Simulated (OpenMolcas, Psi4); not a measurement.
# How basis sets differ on C2H3ClO (SMILES CC(=O)Cl)

The species is C2H3ClO (7 atoms), meant as a singlet with charge 0. SMILES: `CC(=O)Cl`. The shape is that of a PBE0-D4/def2-TZVP optimisation.

Each level gives the dipole moment (D). The values are calculated.

**The experiment to reproduce.** NIST CCCBDB gives the dipole moment of the gas as 2.72 D.

| level | kind | program | value (D) | computed − measured | CPU time |
| --- | --- | --- | --- | --- | --- |
| HF/ANO-R0 (sfX2C) | Hartree–Fock | OpenMolcas | 1.40 | -1.32 | 2.6 s |
| HF/STO-3G | Hartree–Fock | OpenMolcas | 2.63 | -0.09 | 2 s |
| HF/3-21G | Hartree–Fock | OpenMolcas | 3.31 | +0.59 | 2.3 s |
| HF/cc-pVDZ | Hartree–Fock | Psi4 | 3.05 | +0.33 | 40 s |

Nearest: HF/STO-3G (-0.09 D); farthest: HF/ANO-R0 (sfX2C) (-1.32 D). The measured dipole is a vibrational average, so differences of a few hundredths of a debye mean little. Sets without polarisation functions give poor dipoles. CPU times are rough (shared hosts, several kinds of processor): they show what a rung costs within a factor of a few.

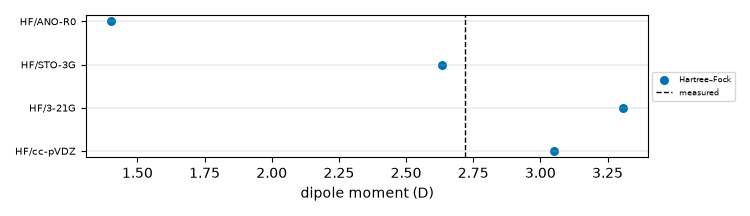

The values of the table, level by level.
